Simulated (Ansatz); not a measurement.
# Fields on a plane of PbS (rock salt)

```
CELL_PARAMETERS angstrom
      0.00000     3.00452     3.00452
      3.00452     0.00000     3.00452
      3.00452     3.00452     0.00000
ATOMIC_POSITIONS crystal
  S  0.00000 0.00000 0.00000
  Pb 0.50000 0.50000 0.50000
```

The slice is a {111} plane (indices of the conventional cell) through the point (0.500, 0.500, 0.500) (fractional), spanned by u = [100] and v = [-1 2 0] in vectors of this cell: u (4.25 Å) and v (7.36 Å, at 90° to u). It covers one period; positions are fractions (u, v).

Atoms on it: Pb at (0.00, 0.00); Pb at (0.50, 0.50).

Level of theory: PBE (plane waves to 420 eV, PAW, scalar-relativistic; Ansatz, a quantum-chemistry and plane-wave program). k mesh 10×10×10. Near the nuclei the fields are pseudised (PAW); where an atom keeps semicore shells as valence, they peak there. PbS was relaxed with its symmetry unable to fall. Spin-orbit coupling is left out, though Pb is heavy. The PAW data are Ansatz's earlier set.

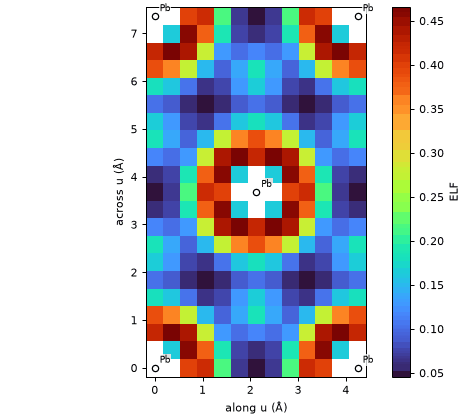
Fig. 1. Electron localisation function (ELF), one period of the plane, atoms marked. Points within 0.5 Å of a nucleus are left white, as the pseudised field means little there.

```
|xxx0589850xx|
|xx017999710x|
|002689998620|
|567899999876|
|899999899999|
|999876567899|
|998620002689|
|99710xxx0179|
|9850xxxxx058|
|9840xxxxx048|
|9850xxxxx058|
|99710xxx0179|
|998620002689|
|999876567899|
|899999899999|
|567899999876|
|002689998620|
|xx017999710x|
|xxx0589850xx|
|xxx0489840xx|
```
Scale: ten equal steps from -1.00 (start of '0') to 7.36 (end of '9'), in the order '0123456789'. Values: electrostatic potential energy of an electron, from the cell's mean, in eV. The map has 12 points along u (one character each, u = 0 at the left) and 20 along v (v = 0 in the bottom row). Points within 1 Å of a nucleus are blanked (x), as the pseudised field means little there. Values under -1 eV are set to -1. The zero, the cell's mean, hangs on the PAW cores.
